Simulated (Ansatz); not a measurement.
**Ligand exchange: Sn(CH3)Br + C2H4S → Sn(CH3)(SH) + C2H3Br**

Species: Sn(CH3)Br, singlet; C2H4S `C=CS`, singlet; Sn(CH3)(SH), singlet; C2H3Br (vinyl bromide) `C=CBr`, singlet. The partners trade Br for SH: Sn–Br and C–SH bonds give way to Sn–SH and C–Br.

Shapes, held fixed at every level: PBE0-D4/def2-TZVP. Flexible molecules stand in one conformer, not always the lowest. Programs: Ansatz 0.2.0. Electronic energies: no zero-point or thermal term.

| level | kind | ΔE (kJ/mol) | less CCSD(T)/def2-TZVPP | CPU time (sum over the molecules) |
| --- | --- | --- | --- | --- |
| PBE-D4/def2-TZVPP | GGA | +53.3 | +3.4 | 12 s |
| r2SCAN-D4/def2-TZVPP | meta-GGA | +57.5 | +7.6 | 22 s |
| PBE0-D4/def2-TZVPP | global hybrid | +57.7 | +7.8 | 13 s |
| wB97X-V/def2-TZVPP | range-separated hybrid | +59.0 | +9.1 | 35 s |
| B2PLYP/def2-TZVPP | double hybrid | +56.3 | +6.4 | 24 s |
| MP2/def2-TZVPP | perturbation theory | +50.8 | +0.9 | – |
| CCSD/def2-TZVPP | coupled cluster or CI | +53.0 | +3.1 | – |
| CCSD(T)/def2-TZVPP | coupled cluster or CI | +49.9 | 0.0 | 2.8 min |

The highest level, CCSD(T)/def2-TZVPP, gives ΔE = +49.9 kJ/mol; the levels span +49.9 to +59.0. The column of differences is taken from that level and isn't an error. No measured value is set beside it here. For atoms past krypton def2 sets carry core potentials with scalar relativity. Relativity is left out for Br unless named. Correlated rows may include outer-core shells of Br, Sn, which these sets cover unevenly. Times are processor times on shared x86 and Arm servers, and rough.

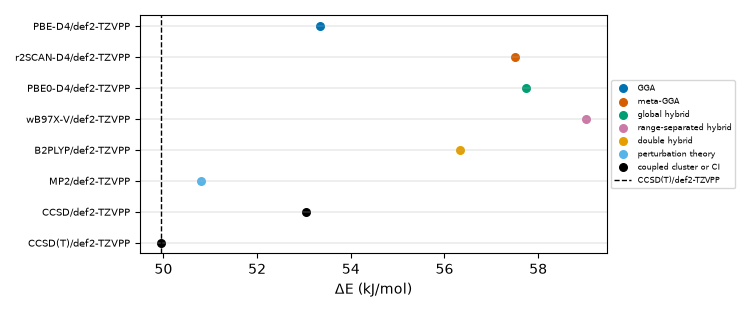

The values of the table, level by level.
